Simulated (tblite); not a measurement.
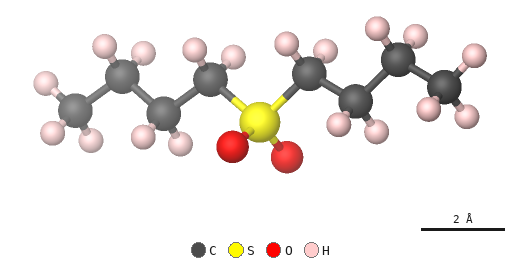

C₈H₁₈O₂S, before the relaxation. A ball-and-stick model, seen at a tilt.

Computed with tblite, GFN2-xTB geometry optimisation, gas phase.

```xyz
29

C    -5.2002    0.4642   -0.0011
C    -3.9004   -0.0558    0.5455
C    -2.6962    0.4079   -0.2749
C    -1.3936   -0.1132    0.2757
S     0.0042    0.4241   -0.6767
O     0.1097    1.8636   -0.5380
O    -0.0921   -0.1857   -1.9977
C     1.3920   -0.3155    0.1740
C     2.7154    0.0196   -0.5005
C     3.8811   -0.6199    0.2388
C     5.2074   -0.2826   -0.4315
H    -5.2266    1.5585    0.0001
H    -6.0517    0.1187    0.6213
H    -5.3644    0.1190   -1.0286
H    -3.9300   -1.1473    0.5750
H    -3.7845    0.2792    1.6040
H    -2.8252    0.0819   -1.3130
H    -2.6831    1.5023   -0.3010
H    -1.3831   -1.2122    0.2844
H    -1.2310    0.2355    1.3141
H     1.2159   -1.3956    0.1755
H     1.3647    0.0498    1.2020
H     2.7032   -0.3100   -1.5314
H     2.8351    1.1043   -0.5296
H     3.9075   -0.2692    1.2780
H     3.7517   -1.7091    0.2619
H     5.2361   -0.6373   -1.4626
H     5.3797    0.8017   -0.4351
H     6.0385   -0.7492    0.1113
```

### Predict the outcome.

H13 moves most after the best rigid fit: 0.35 Å. Largest moves by element: H 0.35 Å, C 0.23 Å, S 0.21 Å, O 0.19 Å. Among the contacts that change: C4–S5 1.775 → 1.826 Å, S5–C8 1.788 → 1.826 Å, C2–H16 1.116 → 1.092 Å, C1–H13 1.110 → 1.087 Å. Among the angles between lasting bonds that change: S5–C8–C9 111.9° → 107.4°, O6–S5–O7 120.4° → 117.3°, H19–C4–H20 107.8° → 110.8°. After 61 geometry steps the energy has fallen by 14.1 kJ/mol. Cost: 0.53 s on 2 threads of Intel(R) Xeon(R) 6975P-C, on a shared host.

The structure at the end:

```xyz
29

C    -5.1889    0.5925   -0.1774
C    -3.9762   -0.0191    0.5127
C    -2.6792    0.3576   -0.2026
C    -1.4508   -0.2354    0.4597
S     0.0036    0.3022   -0.5039
O     0.1103    1.7327   -0.4058
O    -0.0908   -0.2643   -1.8220
C     1.4399   -0.4430    0.3416
C     2.6816   -0.0277   -0.4236
C     3.9662   -0.5898    0.1845
C     5.1939   -0.1530   -0.6050
H    -5.1135    1.6771   -0.1899
H    -6.1040    0.3170    0.3412
H    -5.2567    0.2438   -1.2049
H    -4.0761   -1.1068    0.5289
H    -3.9321    0.3265    1.5480
H    -2.7105    0.0089   -1.2367
H    -2.5655    1.4432   -0.2232
H    -1.4590   -1.3217    0.4408
H    -1.3119    0.1318    1.4728
H     1.2907   -1.5192    0.3295
H     1.4395   -0.0648    1.3602
H     2.5765   -0.3684   -1.4555
H     2.7241    1.0632   -0.4384
H     4.0564   -0.2459    1.2172
H     3.9121   -1.6806    0.2008
H     5.1299   -0.5026   -1.6324
H     5.2713    0.9313   -0.6181
H     6.0992   -0.5578   -0.1586
```

After the run, drawn alike:

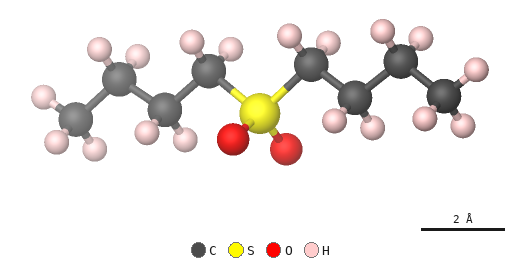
